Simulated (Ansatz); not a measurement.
A series of calculations on CH6ClSi

### Relaxation

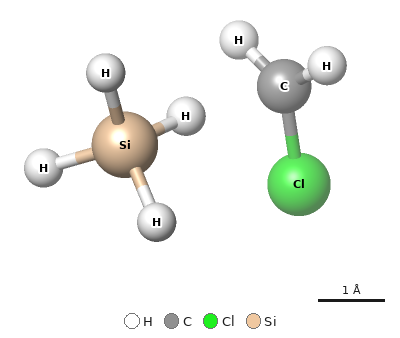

This is the input geometry for a relaxation of CH6ClSi (multiplicity 2) (started from a transition state, displaced along its imaginary mode). The picture is a ball-and-stick view, seen from a free direction.

Theory: UKS PBE0-D4/def2-TZVP (Ansatz 0.2.0).

The input:
```yaml
crystal:
  periodic: [false, false, false]
  atoms:
    - {symbol: H, position_ang: [0.222436, 0.067158, 0.109235]}
    - {symbol: C, position_ang: [-1.379165, -1.315199, 0.104461]}
    - {symbol: Cl, position_ang: [-2.278141, -0.721322, -1.165210]}
    - {symbol: Si, position_ang: [1.161892, 1.013588, -0.004147]}
    - {symbol: H, position_ang: [-1.629216, -0.998618, 1.129886]}
    - {symbol: H, position_ang: [-0.661383, -2.124964, -0.080208]}
    - {symbol: H, position_ang: [1.951966, 0.813415, -1.247136]}
    - {symbol: H, position_ang: [2.064443, 0.900565, 1.171728]}
    - {symbol: H, position_ang: [0.546968, 2.365475, -0.018508]}
basis:
  gaussian: {orbitals: def2-TZVP}
magnetization: {spin_polarized: true, initial_magnetization: 1}
hamiltonian: {xc: pbe0, dispersion: d4}
relax: {f_tol: 0.005, max_steps: 200}
```

Launched with:
```bash
ansatz run in.yaml --threads 4 --pin off --events-out ev --progress --plain --max-ram 9574MiB
```

**Where does the relaxation end?**

H8 moves most after the best rigid fit: 1.13 Å. Largest moves by element: H 1.13 Å, Cl 0.61 Å, C 0.45 Å, Si 0.28 Å. Among the contacts that change: H1–Si4 1.338 → 1.485 Å, C2–H5 1.102 → 1.078 Å, C2–Cl3 1.665 → 1.686 Å. Among the angles between lasting bonds that change: H5–C2–H6 121.1° → 124.1°. After 23 accepted moves (26 points after the start) the energy has fallen by 42.1 kJ/mol. Largest force component: 2.7 eV/Å at the start, 0.00028 eV/Å at the end. The line search rejected the trial steps at points 8, 19, 24 of the run. The run took 61 s on 4 threads of Arm Neoverse V1, on a shared host.

Final geometry:

```xyz
9

H     0.9452    0.0135    0.9409
C    -1.7414   -1.5608    0.0008
Cl   -1.7589   -0.4107   -1.2318
Si    1.3811    1.1510    0.0919
H    -2.2037   -1.3012    0.9397
H    -1.2178   -2.4861   -0.1797
H     1.6467    0.6714   -1.2872
H     2.6264    1.7322    0.6574
H     0.3223    2.1907    0.0681
```

The end point in the same view:

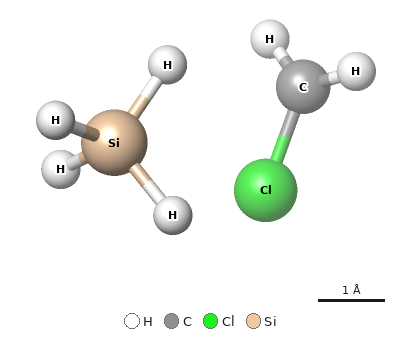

### Relaxation

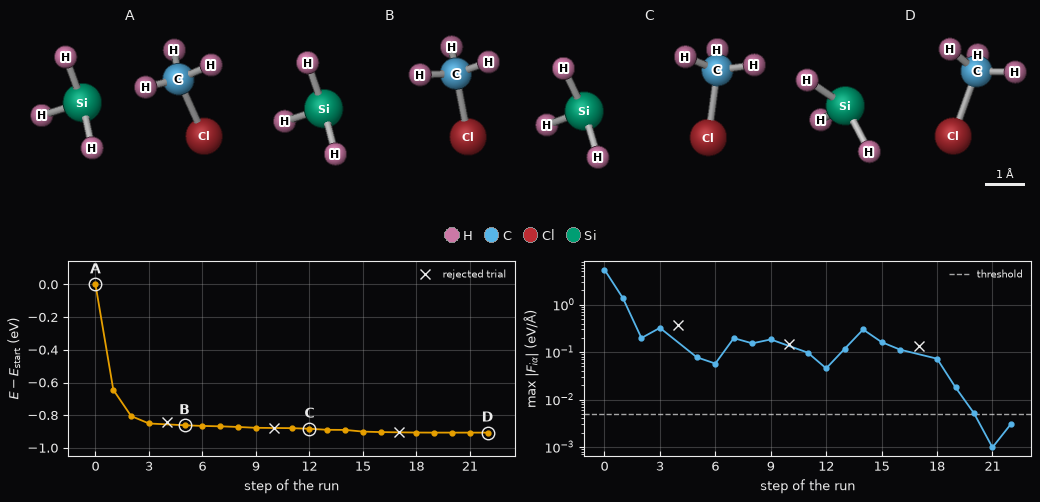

Frames of a relaxation of CH$_{6}$ClSi (multiplicity 2) (started from a transition state, displaced along its imaginary mode), marked on the history of the run. The picture is a ball-and-stick view, seen at a tilt.

All numbers below come from UKS PBE0-D4/def2-TZVP in Ansatz 0.2.0. Settings: force threshold 0.005 eV/Å; at most 200 steps.

> Describe the path.

The largest move after the best rigid fit is that of an H atom, 1.22 Å. Largest moves by element: H 1.22 Å, Cl 0.91 Å, C 0.57 Å, Si 0.54 Å. Some distances before and after: H–Si 1.918 → 3.350 Å, C–H 0.997 → 1.088 Å, C–H 1.118 → 1.087 Å, C–Cl 1.801 → 1.774 Å. Among the angles between lasting bonds that change: H–C–H 115.2° → 110.4°, H–C–H 105.8° → 110.4°, Cl–C–H 104.2° → 108.5°. Over 19 accepted moves (22 points after the start) the energy falls by 0.907 eV. Largest force component: 5.5 eV/Å at the start, 0.003 eV/Å at the end. The line search rejected the trial steps at points 4, 10, 17 of the run. From step 0 to 5: the Si atom moves most (0.57 Å), energy −0.862 eV. From step 5 to 12: the Cl atom moves most (0.60 Å), energy −0.021 eV. From step 12 to 22: an H atom moves most (0.54 Å), energy −0.024 eV.

```
step  E − E(0), eV  largest force component, eV/Å      note
   0        0.0000                         5.4656          
   1       -0.6447                         1.3641          
   2       -0.8053                         0.1978          
   3       -0.8507                         0.3240          
   4       -0.8425                         0.3704  rejected
   5       -0.8616                         0.0776          
   6       -0.8658                         0.0573          
   7       -0.8681                         0.1967          
   8       -0.8720                         0.1528          
   9       -0.8772                         0.1847          
  10       -0.8757                         0.1490  rejected
  11       -0.8793                         0.0975          
  12       -0.8830                         0.0453          
  13       -0.8895                         0.1170          
  14       -0.8900                         0.2991          
  15       -0.9004                         0.1621          
  16       -0.9034                         0.1124          
  17       -0.9030                         0.1348  rejected
  18       -0.9062                         0.0725          
  19       -0.9066                         0.0180          
  20       -0.9066                         0.0051          
  21       -0.9066                         0.0010          
  22       -0.9066                         0.0030
```

### Reaction

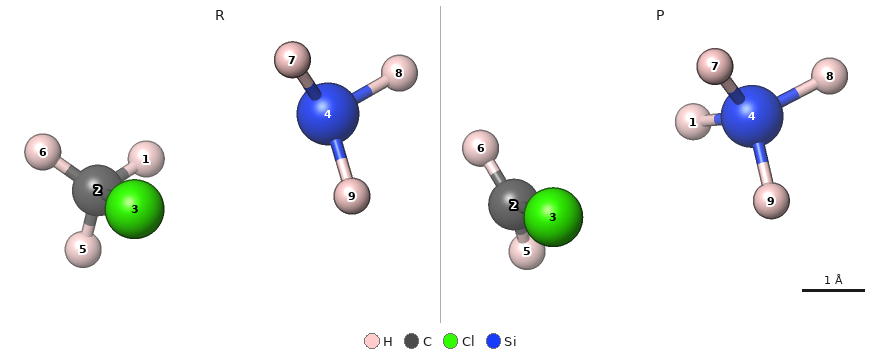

Reactant (R) and product (P) of one elementary step of CH6ClSi (multiplicity 2). A ball-and-stick model, seen from a free direction.

Stationary points at PBE0-D4/def2-TZVP, single-point energies with CCSD(T)/CBS, B3LYP-D4, BHLYP-D4 (def2-TZVPP where no basis is named; Ansatz 0.2.0). The energies are electronic, without zero-point or thermal terms, and both ends are the relaxed geometries reached downhill from the saddle, with any fragments still in contact. CCSD(T)/CBS stands for a frozen-core estimate: MP2 correlation extrapolated from def2-TZVPP and def2-QZVPP, CCSD(T) minus MP2 from the smaller set.

R:
```xyz
9

H    -0.4459   -1.1971    0.8080
C    -1.3366   -1.4151    0.2219
Cl   -1.4534   -0.2164   -1.0807
Si    1.5367    1.3873    0.0253
H    -2.2267   -1.3401    0.8419
H    -1.2664   -2.4046   -0.2235
H     1.8861    0.8886   -1.3287
H     2.7573    1.8039    0.7683
H     0.5487    2.4936   -0.0325
```

P:
```xyz
9

H     0.9389    0.0058    0.9474
C    -1.7488   -1.5524   -0.0163
Cl   -1.7524   -0.3982   -1.2450
Si    1.3859    1.1440    0.1051
H    -2.2163   -1.2937    0.9204
H    -1.2285   -2.4796   -0.1963
H     1.6586    0.6678   -1.2738
H     2.6302    1.7174    0.6810
H     0.3323    2.1889    0.0776
```

What is the transition state like, and how high is the barrier?

Answer. Counted by bonded pieces, R holds CH₃Cl + SiH₃ and P holds CH₂Cl + SiH₄. From R over the saddle to P, a bond forms: H1–Si4 (3.35 → 1.63 → 1.48 Å). A bond breaks: H1–C2 (1.09 → 1.56 → 3.25 Å). The saddle has one imaginary mode, 1066i cm⁻¹. The end R keeps a soft imaginary mode of 21i cm⁻¹, so it isn't quite a minimum. The end P keeps a soft imaginary mode of 26i cm⁻¹, so it isn't quite a minimum. With CCSD(T)/CBS the barrier is 22.3 kcal/mol from R and 11.7 kcal/mol from P, and P lies 10.6 kcal/mol above R. By Pauling bond orders of the changing bonds the saddle lies closer to P, the higher end, as Hammond's postulate suggests.

```
      level  barrier from R (kcal/mol)  barrier from P (kcal/mol)  P less R (kcal/mol)
CCSD(T)/CBS                       22.3                       11.7                 10.6
   B3LYP-D4                       18.7                        8.9                  9.9
   BHLYP-D4                       21.4                       12.6                  8.8
```

Against CCSD(T)/CBS, BHLYP-D4 comes closest on the barrier from R (−0.9 kcal/mol) and B3LYP-D4 misses most (−3.6 kcal/mol).

Saddle geometry:

```xyz
9

H    -0.0141   -0.1170    0.0969
C    -1.1784   -1.1485    0.1147
Cl   -2.2435   -0.7104   -1.1621
Si    1.1568    1.0089   -0.0017
H    -1.5986   -0.9952    1.1024
H    -0.6537   -2.0811   -0.0595
H     1.9339    0.7997   -1.2518
H     2.0609    0.8841    1.1730
H     0.5366    2.3596   -0.0117
```

The saddle point in the same view, with dashed sticks for the bonds that form or break:

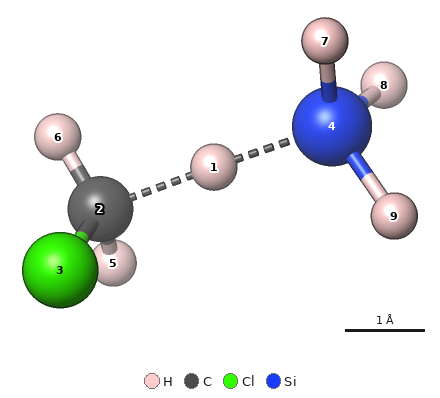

Limits of the set-up: the start holds two separate molecules, 3.3 Å apart at their closest, whose relative position is a soft coordinate.
